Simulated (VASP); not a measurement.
# NaVP with SCAN: from relaxation to properties

Aim: relax NaVP, then compute properties on the relaxed cell. The steps: rough relaxation of the start cell, relaxing cell and atoms (SCAN), density, ELF and potential (SCAN), bands along the symmetry lines (SCAN), density of states (SCAN) and band structure (HSE06). The cell is generated by rule, not measured, and may not be a known phase. Left out of this account: 4 further runs (self-consistent run: a volume scan without its fit; self-consistent run: a spoilt try).

Calculated with VASP 6.6.1; SCAN, spin-polarised from a ferromagnetic start (one magnetic atom a cell); plane waves and PAW (Na_pv, V_sv, P), in the first sound run; inputs show where later runs differ.

## (1) Set-up

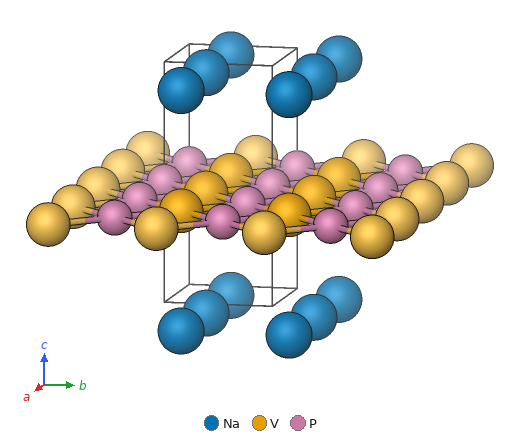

The cell as given, slightly off an axis (sodium blue, vanadium orange, phosphorus pink). 3×2×1 cells are drawn. Some periodic images of atoms are drawn too.

## (2) Rough relaxation of the start cell

The start is only an estimate, so a cheap relaxation brings it near a minimum before any careful run. SCAN adds the kinetic-energy density; it is numerically more delicate than r2SCAN.

INCAR reads:

```
SYSTEM = NaVP
PREC = Normal
ENCUT = 400
EDIFF = 1E-05
NELM = 60
ISMEAR = -1
SIGMA = 0.05
LREAL = .FALSE.
ALGO = Normal
METAGGA = SCAN
LASPH = .TRUE.
NBANDS = 20
ISPIN = 2
MAGMOM = 0 2 0
LMAXMIX = 4
LORBIT = 11
LWAVE = .FALSE.
LCHARG = .FALSE.
IBRION = 2
NSW = 40
ISIF = 3
EDIFFG = -0.04
```

POSCAR reads:

```
NaVP
1.0
    3.0712563300      0.0000000000      0.0000000000
    0.0000000000      3.0712563300      0.0000000000
    0.0000000000      0.0000000000      6.7568593500
Na V P
1 1 1
Direct
    0.5000000000      0.5000000000      0.0000000000
    0.5000000000      0.5000000000      0.5000000000
    0.0000000000      0.0000000000      0.5000000000
```

KPOINTS reads:

```
Automatic mesh
0
Gamma
5 5 3
0 0 0
```

PAW data sets: Na_pv, V_sv and P (PBE family, release 64).

Run with:

```console
$ mpirun -np 1 vasp_std
```

Log:

```text
[banner, memory and clock lines left out]
running    1 mpi-ranks, on    1 nodes
 distrk:  each k-point on    1 cores,    1 groups
 distr:  one band on    1 cores,    1 groups

 POSCAR found type information on POSCAR NaV P
 POSCAR found :  3 types and       3 ions
|                                                                             |
|               ----> ADVICE to this user running VASP <----                  |
|                                                                             |
|     You enforced a specific xc type in the INCAR file but a different       |
|     [... a line on the potential file left out ...]
|     I HOPE YOU KNOW WHAT YOU ARE DOING!                                     |
|                                                                             |

 LDA part: xc-table for (None), standard interpolation
 POSCAR, INCAR and KPOINTS ok, starting setup
 FFT: planning ... GRIDC
 FFT: planning ... GRID_SOFT
 FFT: planning ... GRID
 WAVECAR not read
 entering main loop
       N       E                     dE             d eps       ncg     rms          rms(c)
DAV:   1     0.218497724461E+03    0.21850E+03   -0.13205E+04  1088   0.111E+03
DAV:   2    -0.254480935982E+02   -0.24395E+03   -0.23800E+03  1000   0.376E+02
DAV:   3    -0.375266951281E+02   -0.12079E+02   -0.11808E+02  1164   0.919E+01
DAV:   4    -0.377624678675E+02   -0.23577E+00   -0.23429E+00  1100   0.132E+01
DAV:   5    -0.377684371826E+02   -0.59693E-02   -0.59670E-02  1168   0.209E+00    0.309E+01
DAV:   6    -0.322397714576E+02    0.55287E+01   -0.24627E+01  1040   0.392E+01    0.108E+01
DAV:   7    -0.319549924336E+02    0.28478E+00   -0.21176E+01  1100   0.267E+01    0.121E+01
DAV:   8    -0.313885244699E+02    0.56647E+00   -0.26621E+00  1028   0.113E+01    0.363E+00
DAV:   9    -0.314340093114E+02   -0.45485E-01   -0.16477E-01  1024   0.298E+00    0.168E+00
DAV:  10    -0.314583421287E+02   -0.24333E-01   -0.87923E-02  1016   0.161E+00    0.695E-01
DAV:  11    -0.314588678133E+02   -0.52568E-03   -0.33077E-02   988   0.132E+00    0.262E-01
DAV:  12    -0.314603958639E+02   -0.15281E-02   -0.10404E-02   968   0.638E-01    0.170E-01
DAV:  13    -0.314618050703E+02   -0.14092E-02   -0.91120E-03   960   0.452E-01    0.924E-02
DAV:  14    -0.314604016072E+02    0.14035E-02   -0.11719E-02   968   0.407E-01    0.745E-02
DAV:  15    -0.314612685010E+02   -0.86689E-03   -0.54185E-03   960   0.361E-01    0.272E-02
DAV:  16    -0.314611456510E+02    0.12285E-03   -0.27218E-03   960   0.284E-01    0.187E-02
DAV:  17    -0.314612564960E+02   -0.11084E-03   -0.23059E-03   960   0.264E-01    0.126E-02
DAV:  18    -0.314613003040E+02   -0.43808E-04   -0.25339E-03   960   0.277E-01    0.653E-03
DAV:  19    -0.314613199192E+02   -0.19615E-04   -0.21850E-03   960   0.250E-01    0.392E-03
DAV:  20    -0.314612950431E+02    0.24876E-04   -0.23172E-03   960   0.266E-01    0.540E-03
DAV:  21    -0.314613129267E+02   -0.17884E-04   -0.21288E-03   960   0.246E-01    0.276E-03
DAV:  22    -0.314612993852E+02    0.13542E-04   -0.22601E-03   960   0.263E-01    0.486E-03
DAV:  23    -0.314613248113E+02   -0.25426E-04   -0.21381E-03   960   0.246E-01    0.286E-03
DAV:  24    -0.314613000095E+02    0.24802E-04   -0.22828E-03   960   0.265E-01    0.458E-03
DAV:  25    -0.314613228243E+02   -0.22815E-04   -0.21507E-03   960   0.246E-01    0.299E-03
DAV:  26    -0.314613000365E+02    0.22788E-04   -0.22987E-03   960   0.266E-01    0.456E-03
DAV:  27    -0.314613232087E+02   -0.23172E-04   -0.21517E-03   960   0.245E-01    0.297E-03
DAV:  28    -0.314612999569E+02    0.23252E-04   -0.22965E-03   960   0.266E-01    0.454E-03
DAV:  29    -0.314613234409E+02   -0.23484E-04   -0.21519E-03   960   0.245E-01    0.298E-03
DAV:  30    -0.314612998280E+02    0.23613E-04   -0.22969E-03   960   0.266E-01    0.452E-03
[...]
DAV:  49    -0.314613258056E+02   -0.25934E-04   -0.21781E-03   960   0.247E-01    0.311E-03
DAV:  50    -0.314612998800E+02    0.25926E-04   -0.23263E-03   960   0.267E-01    0.441E-03
DAV:  51    -0.314613259341E+02   -0.26054E-04   -0.21799E-03   960   0.247E-01    0.312E-03
DAV:  52    -0.314612998861E+02    0.26048E-04   -0.23281E-03   960   0.267E-01    0.440E-03
DAV:  53    -0.314613260793E+02   -0.26193E-04   -0.21815E-03   960   0.247E-01    0.313E-03
DAV:  54    -0.314612998898E+02    0.26189E-04   -0.23300E-03   960   0.267E-01    0.439E-03
DAV:  55    -0.314613262151E+02   -0.26325E-04   -0.21832E-03   960   0.247E-01    0.314E-03
DAV:  56    -0.314612998702E+02    0.26345E-04   -0.23317E-03   960   0.267E-01    0.439E-03
DAV:  57    -0.314613263590E+02   -0.26489E-04   -0.21844E-03   960   0.247E-01    0.314E-03
DAV:  58    -0.314612998629E+02    0.26496E-04   -0.23331E-03   960   0.267E-01    0.438E-03
DAV:  59    -0.314613264690E+02   -0.26606E-04   -0.21857E-03   960   0.247E-01    0.315E-03
DAV:  60    -0.314612998684E+02    0.26601E-04   -0.23346E-03   960   0.268E-01
|                                                                             |
|           W    W    AA    RRRRR   N    N  II  N    N   GGGG   !!!           |
|           W    W   A  A   R    R  NN   N  II  NN   N  G    G  !!!           |
|           W    W  A    A  R    R  N N  N  II  N N  N  G       !!!           |
|           W WW W  AAAAAA  RRRRR   N  N N  II  N  N N  G  GGG   !            |
|           WW  WW  A    A  R   R   N   NN  II  N   NN  G    G                |
|           W    W  A    A  R    R  N    N  II  N    N   GGGG   !!!           |
|                                                                             |
|     The electronic self-consistency was not achieved in the given           |
|     number of steps (NELM). The forces and other quantities evaluated       |
|     might not be reliable so examine the results carefully. If you find     |
|     spurious results, we suggest increasing NELM, if you were close to      |
|     convergence or switching to a different ALGO or adjusting the           |
|     density mixing parameters otherwise.                                    |
|                                                                             |

   1 F= -.31461300E+02 E0= -.31455338E+02  d E =-.314613E+02  mag=     1.8539
 curvature:   0.00 expect dE= 0.000E+00 dE for cont linesearch  0.000E+00
 trial: gam= 0.00000 g(F)=  0.000E+00 g(S)=  0.238E+01 ort = 0.000E+00 (trialstep = 0.100E+01)
 search vector abs. value=  0.238E+01
 bond charge predicted
       N       E                     dE             d eps       ncg     rms          rms(c)
DAV:   1    -0.589629496493E+02   -0.27502E+02   -0.57279E+02   968   0.315E+02    0.539E+01
DAV:   2    -0.836699504267E+02   -0.24707E+02   -0.13271E+03  1204   0.197E+02    0.344E+01
DAV:   3    -0.425442470936E+02    0.41126E+02   -0.37335E+01  1172   0.561E+01    0.203E+01
DAV:   4    -0.332593112523E+02    0.92849E+01   -0.10312E+02  1108   0.472E+01    0.211E+01
DAV:   5    -0.339713410240E+02   -0.71203E+00   -0.56782E+00  1072   0.145E+01    0.169E+01
DAV:   6    -0.333613921863E+02    0.60995E+00   -0.53477E+01  1172   0.373E+01    0.118E+01
DAV:   7    -0.321064425800E+02    0.12549E+01   -0.40450E+00  1040   0.115E+01    0.318E+00
DAV:   8    -0.324662849000E+02   -0.35984E+00   -0.76780E-01  1056   0.537E+00    0.581E+00
DAV:   9    -0.324574375308E+02    0.88474E-02   -0.25048E-01  1000   0.276E+00    0.497E+00
DAV:  10    -0.321787667659E+02    0.27867E+00   -0.60546E-01  1108   0.503E+00    0.182E+00
DAV:  11    -0.321457379539E+02    0.33029E-01   -0.17568E-01  1072   0.261E+00    0.725E-01
DAV:  12    -0.321457600141E+02   -0.22060E-04   -0.29455E-02   992   0.112E+00    0.329E-01
DAV:  13    -0.321477514087E+02   -0.19914E-02   -0.29857E-03   972   0.385E-01    0.313E-01
DAV:  14    -0.321479935118E+02   -0.24210E-03   -0.21348E-03   968   0.321E-01    0.205E-01
DAV:  15    -0.321476023754E+02    0.39114E-03   -0.13641E-03   968   0.219E-01    0.101E-01
DAV:  16    -0.321476135034E+02   -0.11128E-04   -0.38124E-04   972   0.108E-01    0.825E-02
DAV:  17    -0.321475515987E+02    0.61905E-04   -0.47667E-04  1028   0.117E-01    0.255E-02
DAV:  18    -0.321475596361E+02   -0.80375E-05   -0.32945E-04   968   0.768E-02    0.191E-02
DAV:  19    -0.321475425105E+02    0.17126E-04   -0.34244E-04   900   0.721E-02    0.117E-02
DAV:  20    -0.321475297378E+02    0.12773E-04   -0.25693E-04   852   0.555E-02    0.420E-03
DAV:  21    -0.321475262296E+02    0.35082E-05   -0.19582E-04   756   0.420E-02    0.815E-03
DAV:  22    -0.321475235426E+02    0.26870E-05   -0.13728E-04   728   0.379E-02    0.252E-03
DAV:  23    -0.321475205511E+02    0.29915E-05   -0.96615E-05   724   0.311E-02
   2 F= -.32147521E+02 E0= -.32144225E+02  d E =-.686221E+00  mag=     2.3418
[...]
3 F= -.32257885E+02 E0= -.32251425E+02  d E =-.796585E+00  mag=     2.2140
[...]
4 F= -.32259223E+02 E0= -.32252541E+02  d E =-.797923E+00  mag=     2.1751
[...]
5 F= -.32259207E+02 E0= -.32252542E+02  d E =-.797907E+00  mag=     2.1640
[...]
6 F= -.32306954E+02 E0= -.32302284E+02  d E =-.477470E-01  mag=     2.2776
[...]
7 F= -.32380981E+02 E0= -.32377045E+02  d E =-.121774E+00  mag=     2.3714
 curvature:  -2.48 expect dE=-0.127E-02 dE for cont linesearch -0.688E-03
 ZBRENT: interpolating
 opt :   3.5127  next Energy=   -32.381411 (dE=-0.122E+00)
 bond charge predicted
       N       E                     dE             d eps       ncg     rms          rms(c)
DAV:   1    -0.324169849156E+02   -0.36012E-01   -0.69663E-01  1040   0.968E+00    0.165E+00
DAV:   2    -0.323944577159E+02    0.22527E-01   -0.38777E-01  1088   0.496E+00    0.159E+00
DAV:   3    -0.323835298886E+02    0.10928E-01   -0.71490E-02  1000   0.208E+00    0.318E-01
DAV:   4    -0.323816792453E+02    0.18506E-02   -0.13514E-02  1060   0.846E-01    0.199E-01
DAV:   5    -0.323815274797E+02    0.15177E-03   -0.23436E-03   980   0.416E-01    0.949E-02
DAV:   6    -0.323814002340E+02    0.12725E-03   -0.56272E-04  1004   0.168E-01    0.549E-02
DAV:   7    -0.323814341531E+02   -0.33919E-04   -0.33168E-04   960   0.143E-01    0.164E-02
DAV:   8    -0.323814258190E+02    0.83341E-05   -0.74853E-05   896   0.609E-02
   8 F= -.32381426E+02 E0= -.32378059E+02  d E =-.122219E+00  mag=     2.3538
 curvature:  -1.55 expect dE=-0.459E-03 dE for cont linesearch -0.567E-04
 trial: gam=-0.01009 g(F)=  0.424E-65 g(S)=  0.296E-03 ort = 0.142E-02 (trialstep = 0.145E+01)
 search vector abs. value=  0.273E-03
 reached required accuracy - stopping structural energy minimisation
```

Elapsed: 8.2 min, on 1 MPI rank of Intel Xeon Platinum 8488C (Sapphire Rapids), shared host; peak memory 0.14 GiB.

The logs omit lines about the potential files and the build; timing stands in the text.

From OUTCAR (step 2):

```text
ion  position               nearest neighbor table
   1  0.500  0.500  0.000-
   2  0.500  0.500  0.500-   3 2.17   3 2.17   3 2.17   3 2.17
   3  0.000  0.000  0.500-   2 2.17   2 2.17   2 2.17   2 2.17

  LATTYP: Found a simple tetragonal cell.
 ALAT       =     3.0712563300
 C/A-ratio  =     2.2000310700

 Subroutine GETGRP returns: Found 16 space group operations
 (whereof 16 operations were pure point group operations)

The static configuration has the point symmetry D_4h.

 Found     12 irreducible k-points:

   k-points           NKPTS =     12   k-points in BZ     NKDIM =     12   number of bands    NBANDS=     20

   dimension x,y,z NGX =    16 NGY =   16 NGZ =   36
   dimension x,y,z NGXF=    32 NGYF=   32 NGZF=   72

   ENCUT  =  400.0 eV  29.40 Ry    5.42 a.u.   5.01  5.01 11.02*2*pi/ulx,y,z

   NELECT =      25.0000    total number of electrons

 k-points in reciprocal lattice and weights: Automatic mesh
   0.00000000  0.00000000  0.00000000       0.013
   0.20000000  0.00000000  0.00000000       0.053
   0.40000000  0.00000000  0.00000000       0.053
   0.20000000  0.20000000  0.00000000       0.053
   0.40000000  0.20000000  0.00000000       0.107
   0.40000000  0.40000000  0.00000000       0.053
   0.00000000  0.00000000  0.33333333       0.027
   0.20000000  0.00000000  0.33333333       0.107
   0.40000000  0.00000000  0.33333333       0.107
   0.20000000  0.20000000  0.33333333       0.107
   0.40000000  0.20000000  0.33333333       0.213
   0.40000000  0.40000000  0.33333333       0.107

 average (electrostatic) potential at core
       1 -51.7114       2 -80.9659       3 -87.3020

 E-fermi :   4.4064

 spin component 1
 k-point     1 :       0.0000    0.0000    0.0000
  band No.  band energies     occupation
    ...
     12       3.2281      1.00000
     13       3.5975      1.00000
     14       3.5976      1.00000
     15       4.0292      0.99947
     16       4.0293      0.99947
     17       5.3959      0.00000
     18      10.3063      0.00000
     19      10.4445      0.00000
     20      12.9122      0.00000

 k-point     2 :       0.2000    0.0000    0.0000
  band No.  band energies     occupation
    ...
     11       1.6594      1.00000
     12       1.8199      1.00000
     13       3.6715      1.00000
     14       3.8506      0.99999
     15       3.9419      0.99991
     16       5.6102      0.00000
     17       6.3172      0.00000
     18       9.4578      0.00000
     19      11.1425      0.00000
     20      11.6802      0.00000

 k-point     3 :       0.4000    0.0000    0.0000
  band No.  band energies     occupation
    ...
      9      -1.7043      1.00000
     10       0.5328      1.00000
     11       0.6562      1.00000
     12       2.6271      1.00000
     13       3.7955      1.00000
     14       4.7636      0.00079
     15       4.8511      0.00014
     16       5.9112      0.00000
     17       7.0483      0.00000
     18       8.7425      0.00000
    ...

 k-point     4 :       0.2000    0.2000    0.0000
  band No.  band energies     occupation
    ...
      9       0.1813      1.00000
     10       0.6507      1.00000
     11       0.8532      1.00000
     12       2.1914      1.00000
     13       3.1895      1.00000
     14       4.5367      0.06865
     15       5.1541      0.00000
     16       5.2699      0.00000
     17       5.9046      0.00000
     18       8.8872      0.00000
    ...

 k-point     5 :       0.4000    0.2000    0.0000
  band No.  band energies     occupation
    ...
      9      -1.2758      1.00000
     10       0.4346      1.00000
     11       0.9202      1.00000
     12       2.8668      1.00000
     13       3.1048      1.00000
     14       4.9723      0.00001
     15       5.3893      0.00000
     16       6.3279      0.00000
     17       7.1116      0.00000
     18       7.1844      0.00000
    ...

 k-point     6 :       0.4000    0.4000    0.0000
  band No.  band energies     occupation
    ...
      9      -0.4062      1.00000
     10       0.1658      1.00000
     11       1.8376      1.00000
     12       2.5485      1.00000
     13       3.2701      1.00000
     14       4.6428      0.00876
     15       5.1849      0.00000
     16       5.9518      0.00000
     17       7.1935      0.00000
     18       7.7703      0.00000
    ...

  Total        0.0902275      0.0902275     -0.0462045      0.0000000     -0.0000000      0.0000000
  in kB        2.1611528      2.1611528     -1.1067021      0.0000000     -0.0000000      0.0000000
  external PRESSURE =       1.0718678 kB  Pullay stress =       0.0000000 kB

  energy-cutoff  :      400.00
  volume of cell :       66.89
      direct lattice vectors                 reciprocal lattice vectors
     3.354548791  0.000000000  0.000000000     0.298102685  0.000000000 -0.000000000
     0.000000000  3.354548791  0.000000000     0.000000000  0.298102685  0.000000000
     0.000000000 -0.000000000  5.944231696     0.000000000  0.000000000  0.168230320

 POSITION                                       TOTAL-FORCE (eV/Angst)
 -----------------------------------------------------------------------------------
      1.67727      1.67727      0.00000        -0.000000      0.000000      0.000000
      1.67727      1.67727      2.97212         0.000000     -0.000000      0.000000
      0.00000     -0.00000      2.97212        -0.000000      0.000000      0.000000
 -----------------------------------------------------------------------------------
    total drift:                                0.000000      0.000000      0.000000

  FREE ENERGIE OF THE ION-ELECTRON SYSTEM (eV)
  ---------------------------------------------------
  free  energy   TOTEN  =       -32.3814258190 eV

  energy  without entropy=      -32.3746924228  energy(sigma->0) =      -32.37805912

 reached required accuracy - stopping structural energy minimisation

 total charge
# of ion       s       p       d       tot
------------------------------------------
    1        0.086   5.970   0.000   6.057
    2        2.226   6.174   3.133  11.533
    3        1.037   1.529   0.000   2.566
--------------------------------------------------
tot          3.350  13.673   3.133  20.156

 magnetization (x)
# of ion       s       p       d       tot
------------------------------------------
    1        0.014   0.010   0.000   0.023
    2        0.050   0.024   2.028   2.102
    3       -0.016  -0.167   0.000  -0.183
--------------------------------------------------
tot          0.047  -0.133   2.028   1.942

[... 6 further parts left out ...]
```

The cell holds one magnetic atom, so no antiferromagnetic order fits into it. The k-mesh is coarse for a metal. This relaxation is a rough one on cheap settings, only to bring the start near its minimum. The PAW data sets were made with PBE, which is usual practice but a small mismatch for other functionals. The run keeps the 16 symmetry operations of its start, so it cannot find a distortion of lower symmetry.

(Part 1 of 5 ends here.)

[Lines on the potential files, build, host, timing and source positions are cut from VASP's logs without a mark.]

[Logs are printed without paths, hosts, clocks, repeated set-up lines and the standing remarks that a program may print on its own settings, such as how far it seeks lower states.]

[Hosts, paths, dates, database ids (printed as entryN), source tags and the programs' standing remarks are cut or masked in the printed files.]

[A measured line is paired with the nearest computed mode of its activity, which favours agreement.]
